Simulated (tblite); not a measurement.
## Geometry relaxation, with input and output: C2H10BNSi2 (part 1 of 4)

- system: C2H10BNSi2
- method: GFN2-xTB geometry optimisation, gas phase (tblite 0.8.0)

It belongs to a series of runs on one base structure; here: constitutional isomer.

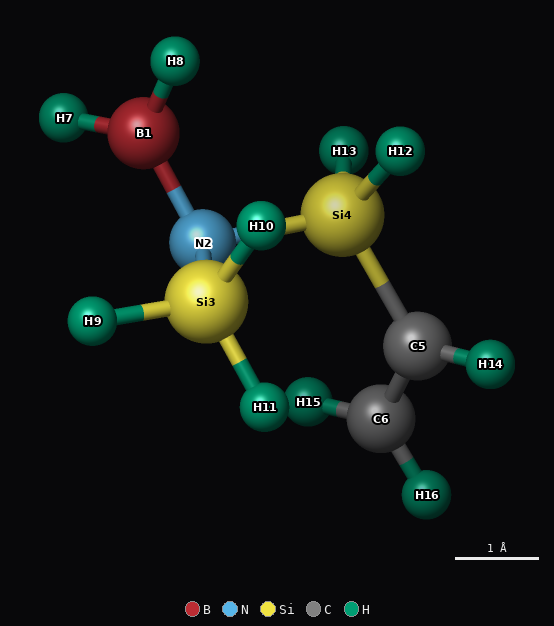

*The structure as given in the input (ball-and-stick view, seen at a tilt; atoms are numbered from 1 in the order of the input).*

Bond lengths as drawn: B–H 1.19 Å, B–N 1.51 Å, C–C 1.34 Å, C–H 1.08 to 1.09 Å, C–Si 1.85 Å, H–Si 1.46 to 1.48 Å and N–Si 1.80 Å.

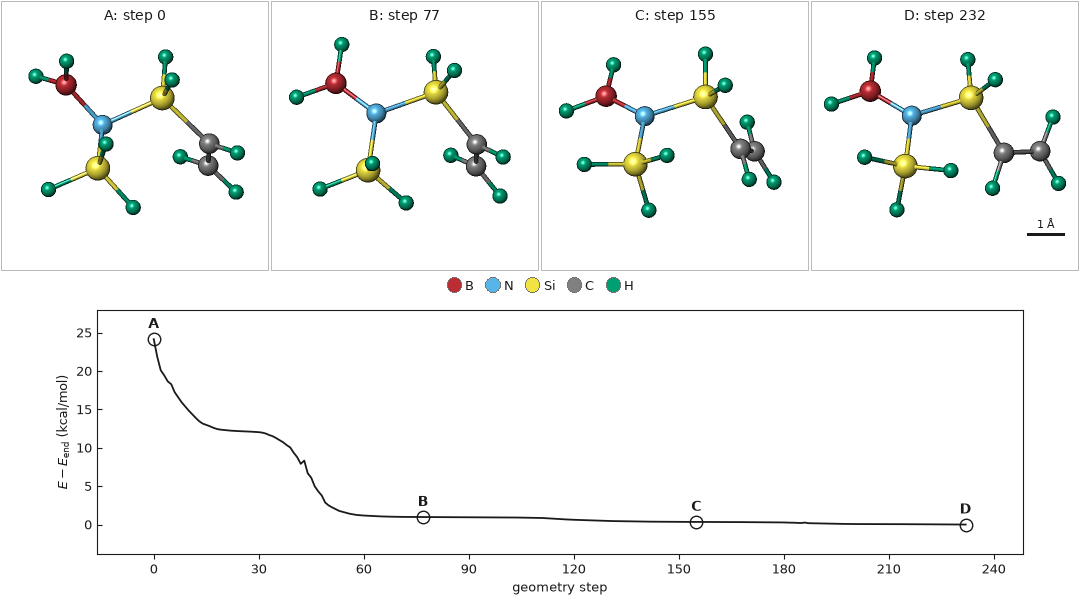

*Frames of the relaxation (ball-and-stick view, seen at a tilt) above the curves, on which the letters mark them (steps are counted from 0).*

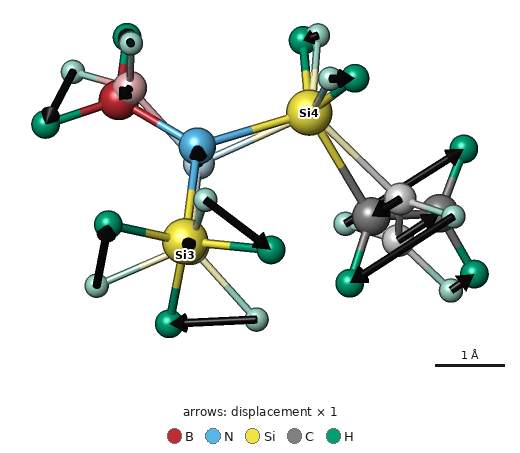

*Start (faint) and end (solid) with the displacements as black arrows, at true length (ball-and-stick view, seen at a tilt). The two geometries are laid on each other by the best rigid fit.*

Over 232 geometry steps the energy falls by 24.1 kcal/mol. The largest force component goes from 1.7 to 0.01 eV/Å. The atom that moves furthest after the best rigid fit is H15 (2.08 Å). Largest moves by element: H 2.08 Å, C 0.73 Å, N 0.62 Å, Si 0.31 Å, B 0.28 Å. Among the contacts that change: B1–N2 1.509 → 1.405 Å, N2–Si3 1.798 → 1.759 Å, Si4–C5 1.852 → 1.884 Å, C5–C6 1.339 → 1.324 Å. Among the angles that change: B1–N2–Si4 107.4° → 121.9°, B1–N2–Si3 108.3° → 119.9°, Si3–N2–Si4 107.7° → 118.2°. (Atoms are counted from 1 in the order of the input.)

The input that produced these results follows, with the program's output.

The input
```
{"job": {"kind": "relax", "xc": "GFN2-xTB", "basis": "xTB"}, "charge": 0, "multiplicity": 1}
B     -1.844000     1.428500    -0.592200
N     -0.754000     0.388800    -0.686700
Si    -1.478300    -1.220100    -0.339500
Si     0.440300     0.742000     0.611700
C      1.895800    -0.394800     0.469000
C      2.625600    -0.416900    -0.653700
H     -2.079600     2.120900    -1.528500
H     -2.480200     1.576600     0.403300
H     -2.502200    -1.514600    -1.359900
H     -2.118500    -1.221600     0.993300
H     -0.454100    -2.260500    -0.397800
H     -0.181900     0.554300     1.945300
H      0.904700     2.124700     0.504900
H      2.152200    -1.048400     1.287000
H      2.389900     0.236600    -1.490300
H      3.476900    -1.086600    -0.714300
```

The first line tells a small driver script what to run in tblite; the rest is the geometry in Å.

Command:
```bash
OMP_NUM_THREADS=1 python <driver script> task.json out
```

Log
```
step      E/eV     max force
  0    -462.26103    2.121
  1    -462.36081    1.452
  2    -462.43683    0.878
  3    -462.46576    0.468
  4    -462.49961    0.477
  5    -462.51552    0.544
  6    -462.56153    0.512
  7    -462.59014    0.494
  8    -462.61839    0.428
  9    -462.64123    0.431
 10    -462.66455    0.370
 11    -462.68502    0.398
 12    -462.70582    0.338
 13    -462.72486    0.346
 14    -462.73806    0.272
 15    -462.74531    0.222
 16    -462.75270    0.235
 17    -462.76135    0.217
 18    -462.76812    0.195
 19    -462.77193    0.145
 20    -462.77411    0.130
 21    -462.77598    0.106
 22    -462.77784    0.128
 23    -462.77926    0.090
 24    -462.78018    0.070
 25    -462.78094    0.076
 26    -462.78180    0.091
 27    -462.78276    0.099
 28    -462.78377    0.083
 29    -462.78486    0.106
 30    -462.78633    0.120
 31    -462.78887    0.153
 32    -462.79404    0.192
 33    -462.80271    0.262
 34    -462.80931    0.307
 35    -462.82011    0.295
 36    -462.83208    0.398
 37    -462.84385    0.337
 38    -462.85956    0.369
 39    -462.87288    0.430
 40    -462.90272    0.454
 41    -462.92792    0.456
 42    -462.96529    0.441
 43    -462.94692    1.031
 44    -463.01861    0.524
 45    -463.04377    0.431
 46    -463.09245    0.548
 47    -463.12072    0.405
 48    -463.14405    0.399
 49    -463.18414    0.343
 50    -463.20047    0.290
 51    -463.21166    0.295
 52    -463.22114    0.254
 53    -463.23126    0.203
 54    -463.23659    0.195
 55    -463.24176    0.164
 56    -463.24726    0.162
 57    -463.25039    0.141
 58    -463.25407    0.135
 59    -463.25588    0.108
 60    -463.25724    0.085
 61    -463.25834    0.084
 62    -463.25943    0.066
 63    -463.26043    0.077
 64    -463.26137    0.070
 65    -463.26224    0.072
 66    -463.26294    0.066
 67    -463.26345    0.061
 68    -463.26388    0.054
 69    -463.26431    0.053
 70    -463.26473    0.042
 71    -463.26503    0.035
 72    -463.26517    0.027
 73    -463.26526    0.024
 74    -463.26538    0.027
 75    -463.26556    0.043
 76    -463.26574    0.040
 77    -463.26587    0.025
 78    -463.26596    0.023
 79    -463.26607    0.033
 80    -463.26621    0.046
 81    -463.26635    0.039
 82    -463.26645    0.020
 83    -463.26652    0.025
 84    -463.26658    0.029
 85    -463.26665    0.023
 86    -463.26672    0.017
 87    -463.26679    0.021
 88    -463.26690    0.032
 89    -463.26705    0.045
 90    -463.26723    0.038
 91    -463.26735    0.026
 92    -463.26741    0.017
 93    -463.26746    0.024
 94    -463.26752    0.028
 95    -463.26757    0.021
 96    -463.26762    0.026
 97    -463.26767    0.027
 98    -463.26777    0.041
 99    -463.26793    0.060
100    -463.26815    0.061
101    -463.26831    0.037
102    -463.26839    0.027
103    -463.26847    0.031
104    -463.26862    0.046
105    -463.26891    0.072
106    -463.26940    0.089
107    -463.26991    0.069
108    -463.27030    0.045
109    -463.27053    0.049
110    -463.27074    0.053
111    -463.27114    0.054
112    -463.27223    0.063
113    -463.27390    0.096
114    -463.27471    0.098
115    -463.27535    0.230
116    -463.27673    0.074
117    -463.27776    0.085
118    -463.27939    0.149
119    -463.28058    0.111
120    -463.28120    0.108
121    -463.28173    0.087
122    -463.28235    0.051
123    -463.28296    0.052
124    -463.28388    0.049
125    -463.28460    0.074
126    -463.28513    0.085
127    -463.28594    0.082
128    -463.28674    0.056
129    -463.28730    0.097
130    -463.28792    0.059
131    -463.28843    0.057
132    -463.28879    0.045
133    -463.28901    0.042
134    -463.28940    0.044
135    -463.28985    0.064
136    -463.29030    0.090
137    -463.29008    0.127
138    -463.29095    0.033
139    -463.29111    0.030
140    -463.29137    0.034
141    -463.29153    0.033
142    -463.29189    0.028
143    -463.29208    0.024
144    -463.29214    0.047
145    -463.29234    0.049
146    -463.29249    0.023
147    -463.29261    0.033
148    -463.29275    0.019
149    -463.29292    0.021
150    -463.29298    0.022
151    -463.29303    0.022
152    -463.29308    0.015
153    -463.29314    0.019
154    -463.29319    0.021
155    -463.29327    0.021
156    -463.29337    0.025
157    -463.29348    0.029
158    -463.29360    0.025
159    -463.29373    0.018
160    -463.29381    0.017
161    -463.29385    0.018
162    -463.29388    0.014
163    -463.29391    0.019
164    -463.29396    0.016
165    -463.29405    0.016
166    -463.29415    0.024
167    -463.29427    0.030
168    -463.29441    0.033
169    -463.29456    0.022
170    -463.29470    0.025
171    -463.29480    0.027
172    -463.29487    0.035
173    -463.29500    0.031
174    -463.29514    0.027
175    -463.29554    0.033
176    -463.29569    0.043
177    -463.29593    0.042
178    -463.29613    0.040
179    -463.29646    0.049
180    -463.29629    0.134
181    -463.29721    0.050
182    -463.29767    0.054
183    -463.29767    0.293
184    -463.29899    0.070
185    -463.29951    0.046
186    -463.29691    0.437
187    -463.30042    0.034
188    -463.30088    0.034
189    -463.30122    0.174
190    -463.30180    0.035
191    -463.30201    0.034
192    -463.30259    0.036
193    -463.30291    0.052
194    -463.30337    0.057
195    -463.30382    0.034
196    -463.30419    0.055
197    -463.30452    0.033
198    -463.30484    0.035
199    -463.30504    0.055
200    -463.30522    0.034
201    -463.30537    0.038
202    -463.30547    0.021
203    -463.30552    0.012
204    -463.30556    0.019
205    -463.30561    0.022
206    -463.30565    0.030
207    -463.30571    0.024
208    -463.30577    0.027
209    -463.30584    0.021
210    -463.30590    0.024
211    -463.30595    0.016
212    -463.30598    0.014
213    -463.30603    0.017
214    -463.30608    0.022
215    -463.30614    0.022
216    -463.30620    0.019
217    -463.30626    0.022
218    -463.30632    0.020
219    -463.30638    0.029
220    -463.30645    0.027
221    -463.30654    0.024
222    -463.30674    0.033
223    -463.30687    0.037
224    -463.30709    0.038
225    -463.30728    0.048
226    -463.30740    0.026
227    -463.30758    0.027
228    -463.30783    0.038
229    -463.30798    0.030
230    -463.30812    0.021
231    -463.30819    0.016
232    -463.30822    0.010
```

Trajectory as extended XYZ (Å, eV, eV/Å), 50 of the 233 frames kept, from step=0 to step=232
```
16
Properties=species:S:1:pos:R:3:forces:R:3 step=0 energy=-462.26103
B    -1.8440    1.4285   -0.5922    0.8600  -0.6670  -0.4270
N    -0.7540    0.3888   -0.6867   -1.2690   0.3970   1.6530
Si   -1.4783   -1.2201   -0.3395   -0.0200   0.4880  -0.3890
Si    0.4403    0.7420    0.6117   -0.9140   0.2070  -0.1540
C     1.8958   -0.3948    0.4690    0.5380  -0.1440  -1.1270
C     2.6256   -0.4169   -0.6537   -0.2170  -0.1460   0.8560
H    -2.0796    2.1209   -1.5285    0.1940  -0.3110   0.2660
H    -2.4802    1.5766    0.4033    0.2810  -0.1070  -0.3230
H    -2.5022   -1.5146   -1.3599    0.1370   0.1780   0.0920
H    -2.1185   -1.2216    0.9933    0.0330  -0.1170  -0.1680
H    -0.4541   -2.2605   -0.3978    0.1180   0.1590  -0.0100
H    -0.1819    0.5543    1.9453    0.1550   0.0990  -0.0780
H     0.9047    2.1247    0.5049   -0.0900   0.1280  -0.1340
H     2.1522   -1.0484    1.2870    0.0700  -0.0320   0.0110
H     2.3899    0.2366   -1.4903    0.1860  -0.3460   0.2590
H     3.4769   -1.0866   -0.7143   -0.0640   0.2140  -0.3280
16
Properties=species:S:1:pos:R:3:forces:R:3 step=5 energy=-462.51552
B    -1.8336    1.4166   -0.5977    0.2320  -0.2330  -0.0320
N    -0.8270    0.3828   -0.5463   -0.0030   0.1160  -0.0250
Si   -1.4913   -1.2170   -0.3508   -0.1040  -0.0870   0.0260
Si    0.4156    0.7574    0.6251    0.0090   0.0210   0.1290
C     1.8728   -0.4038    0.4420    0.1740  -0.0990  -0.0600
C     2.6363   -0.4282   -0.6363    0.0810  -0.0640  -0.1670
H    -2.0419    2.0843   -1.5277    0.1650  -0.0400  -0.2650
H    -2.4568    1.5741    0.3658   -0.3730   0.2290   0.3230
H    -2.4970   -1.4860   -1.3684   -0.0720   0.1120  -0.1670
H    -2.1195   -1.2467    0.9690   -0.1880  -0.2300   0.1440
H    -0.4392   -2.2201   -0.4036    0.1980   0.0620  -0.0640
H    -0.1639    0.5694    1.9575    0.0900   0.0870   0.2650
H     0.8821    2.1368    0.4799   -0.0990   0.1030  -0.1330
H     2.1492   -1.0380    1.2722   -0.0920  -0.0350   0.0590
H     2.4114    0.2046   -1.4777    0.0310   0.0000  -0.0950
H     3.4950   -1.0772   -0.7514   -0.0500   0.0560   0.0610
16
Properties=species:S:1:pos:R:3:forces:R:3 step=9 energy=-462.64123
B    -1.8388    1.4029   -0.5721   -0.1570   0.1900   0.0900
N    -0.8687    0.3600   -0.4070   -0.0110   0.0040  -0.0700
Si   -1.5333   -1.2506   -0.3419    0.0900   0.1070   0.0880
Si    0.4281    0.7723    0.6874   -0.0150  -0.0790  -0.1080
C     1.8727   -0.4213    0.4093    0.0170   0.2170   0.1560
C     2.6520   -0.4495   -0.6618   -0.1090   0.0930   0.0370
H    -1.9310    2.0034   -1.5930    0.0220  -0.2280   0.3180
H    -2.5265    1.6483    0.3707    0.0660   0.1250  -0.4070
H    -2.5100   -1.4109   -1.4329    0.1480   0.0220   0.1310
H    -2.1871   -1.3672    0.9780   -0.0830  -0.2600  -0.1510
H    -0.3664   -2.1362   -0.4352   -0.1540   0.0280  -0.0470
H    -0.1016    0.6220    2.0641    0.2700   0.1060  -0.0420
H     0.8148    2.1710    0.4056   -0.0440  -0.1870   0.0510
H     2.1178   -1.0401    1.2654    0.0810  -0.0860  -0.1270
H     2.4434    0.1774   -1.5116   -0.0530   0.0650  -0.0620
H     3.5271   -1.0726   -0.7735   -0.0660  -0.1190   0.1430
16
Properties=species:S:1:pos:R:3:forces:R:3 step=14 energy=-462.73806
B    -1.8508    1.4095   -0.5361    0.0790  -0.0780  -0.1220
N    -0.9252    0.3512   -0.2712   -0.0560   0.0040   0.1590
Si   -1.5550   -1.2600   -0.3107    0.0330   0.0120  -0.0610
Si    0.4328    0.7731    0.7242    0.0070   0.0660  -0.0080
C     1.8822   -0.3872    0.4083    0.0170  -0.1270  -0.0670
C     2.6464   -0.4414   -0.6726    0.0270   0.0230  -0.0170
H    -1.8285    1.8845   -1.5990   -0.1030   0.1700  -0.1860
H    -2.6002    1.7722    0.2836   -0.0850   0.0740   0.0960
H    -2.4726   -1.3329   -1.4497   -0.0060  -0.0530   0.0080
H    -2.2772   -1.5717    0.9321   -0.0170  -0.1130  -0.0320
H    -0.3461   -2.0574   -0.4806   -0.0320  -0.1810   0.0040
H     0.0537    0.7074    2.1479    0.1020   0.0060   0.0220
H     0.7427    2.1529    0.3499    0.1210   0.1030   0.0140
H     2.1218   -1.0626    1.2193    0.0850   0.0220   0.0910
H     2.4599    0.1656   -1.5445   -0.0210   0.0870   0.0780
H     3.5084   -1.0943   -0.7495   -0.1500  -0.0170   0.0220
16
Properties=species:S:1:pos:R:3:forces:R:3 step=19 energy=-462.77193
B    -1.8595    1.4163   -0.5505   -0.0520   0.0670   0.0280
N    -0.9584    0.3575   -0.1983    0.0060   0.0160  -0.0700
Si   -1.5505   -1.2676   -0.3078   -0.0110  -0.0420  -0.0100
Si    0.4464    0.7892    0.7314   -0.0160   0.0430   0.0370
C     1.8772   -0.3970    0.4100   -0.0020   0.0880   0.0620
C     2.6383   -0.4311   -0.6723   -0.0560  -0.0670   0.0180
H    -1.8342    1.8887   -1.6293    0.0090  -0.0930   0.0760
H    -2.6209    1.8211    0.2521    0.0220   0.0200  -0.0510
H    -2.4608   -1.3297   -1.4512   -0.0140  -0.0130  -0.0590
H    -2.3009   -1.6661    0.8955    0.0380  -0.0120  -0.0060
H    -0.3600   -2.0949   -0.4921   -0.0160  -0.0440   0.0120
H     0.1368    0.7354    2.1708    0.0240   0.0200   0.0410
H     0.7644    2.1692    0.3434    0.0740  -0.0090  -0.0030
H     2.1492   -1.0612    1.2232   -0.0720   0.0140  -0.0020
H     2.4559    0.1948   -1.5317    0.0070  -0.0040   0.0600
H     3.4697   -1.1159   -0.7420    0.0580   0.0160  -0.1320
16
Properties=species:S:1:pos:R:3:forces:R:3 step=24 energy=-462.78018
B    -1.8634    1.4201   -0.5463    0.0040  -0.0290   0.0130
N    -0.9648    0.3585   -0.1884    0.0240  -0.0140   0.0310
Si   -1.5511   -1.2727   -0.3143    0.0130   0.0190  -0.0200
Si    0.4432    0.8010    0.7395    0.0330  -0.0340  -0.0070
C     1.8776   -0.3853    0.4197   -0.0030  -0.0400  -0.0100
C     2.6285   -0.4396   -0.6691    0.0160   0.0600  -0.0050
H    -1.8337    1.8705   -1.6299   -0.0030  -0.0390  -0.0200
H    -2.6271    1.8435    0.2410    0.0240   0.0130   0.0220
H    -2.4582   -1.3315   -1.4640    0.0200   0.0030  -0.0130
H    -2.2971   -1.6925    0.8845    0.0170   0.0200  -0.0040
H    -0.3680   -2.1134   -0.4922   -0.0020   0.0030  -0.0060
H     0.1629    0.7498    2.1867   -0.0190   0.0340  -0.0050
H     0.7883    2.1722    0.3404    0.0150  -0.0130  -0.0010
H     2.1362   -1.0577    1.2288   -0.0430  -0.0080   0.0420
H     2.4533    0.2025   -1.5155   -0.0490   0.0390  -0.0320
H     3.4657   -1.1166   -0.7696   -0.0470  -0.0150   0.0140
```
